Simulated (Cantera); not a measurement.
Charge: 1 mol Ta2O5, 0.4 mol CH4, 11 mol H2, equilibrated at 0.133 bar.

Method: chemical equilibrium by Gibbs-energy minimisation in Cantera with the NASA 1993 tables (ideal gas, pure condensed phases). Candidate condensed phases: C, C6H6, C7H8, C8H18, H2O, Ta, TaC, Ta2O5; 113 gas species. Mutual solubility and eutectic melting of coexisting phases are not modelled. TaC: taken at fixed stoichiometry. Condensed phases not in the tables: Ta2C. Kinetics and transport are ignored.

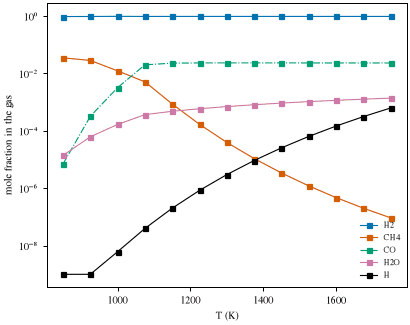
Figure: Equilibrium gas composition (values under 1e-9 drawn at 1e-9)

Question: Read off the mole fractions at 1225 K.

Answer: H2 about 0.98, CO about 0.023, H2O about 0.00059, CH4 about 0.00017, H about 8.4e-7.
